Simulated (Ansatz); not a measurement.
# AlClFH: the cost of one run

Method: RKS PBE/def2-SVPD, in Ansatz 0.2.0.

## (1) The structure to begin with

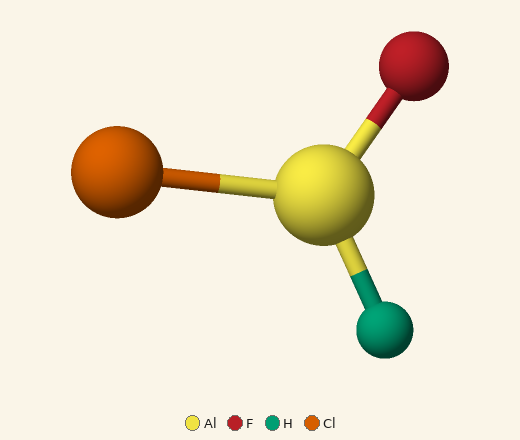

Start, viewed from a chosen angle; aluminium yellow, fluorine red, hydrogen teal, chlorine orange.

Structure file:

```xyz
4

Al    0.0000    0.0000    0.0000
F     0.0000    0.0000    1.6900
H     1.3510    0.0000   -0.7800
Cl   -1.9312    0.0000   -1.1150
```

## (2) Preparing the start

Contents of input.yaml:

```yaml
crystal:
  periodic: [false, false, false]
  atoms:
    - { symbol: Al, position_ang: [0.0, 0.0, 0.0] }
    - { symbol: F, position_ang: [0.0, 0.0, 1.69] }
    - { symbol: H, position_ang: [1.351, 0.0, -0.78] }
    - { symbol: Cl, position_ang: [-1.9312, 0.0, -1.115] }
basis:
  gaussian: { orbitals: def2-SVPD }
hamiltonian:
  xc: pbe
relax:
  f_tol: 0.02
  max_steps: 40
```

Command:

```
$ ansatz run input.yaml --threads 2 --pin off --max-ram 3072MiB --backend cpu --events-out ev --progress --plain --runs-dir out
```

What time and memory should one allow on 2 threads of Arm Neoverse V1, shared host?

About 4.7 s, with a peak of 0.13 GiB.
